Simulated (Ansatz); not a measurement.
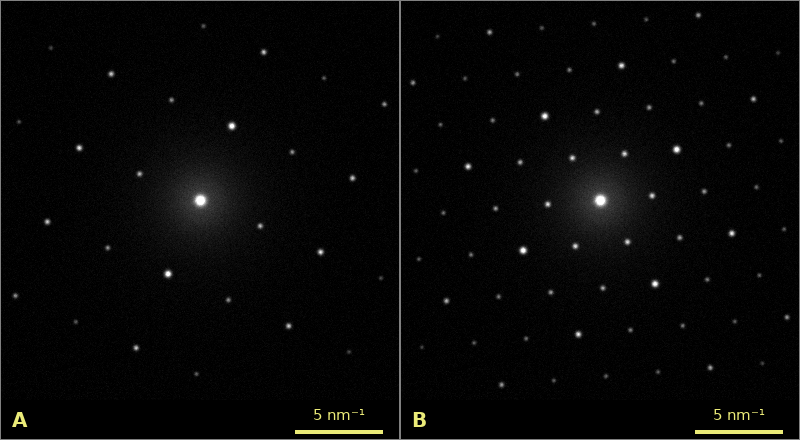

Kinematic electron diffraction patterns (200 kV, B = 0.5 Å², same scale, each along a low-index zone) of two structures of composition RuRh2, each relaxed at zero pressure with DFT PBE, scalar-relativistic, plane waves, PAW in Ansatz.

The structures (standard cells):
1. I4/mmm (No. 139), a = 3.787 Å, c = 6.931 Å, 6 atoms; generated start, possibly hypothetical
2. P6/mmm (No. 191), a = 4.319 Å, c = 2.647 Å (hexagonal axes), 3 atoms; generated start, possibly hypothetical

> Which pattern belongs to which structure, and along which zone?

A is structure 2 along [210] or an equivalent direction: rectangular net of 0 0 1 at d = 2.65 Å and 1 -2 0 at d = 2.16 Å, 90.0° apart. B is structure 1 along [100] or an equivalent direction: centred rectangular net of 0 0 2 at d = 3.47 Å and 0 1 1 at d = 3.32 Å, 61.3° apart.

> Rank the structures by their computed energy.

Structure 2 (P6/mmm, 14.25 Å³ an atom) is the lowest of these; structure 1 (I4/mmm, 16.56 Å³ an atom) lies about 370 meV an atom higher. These are static energies at 0 K; other structures, not shown, may lie lower still.
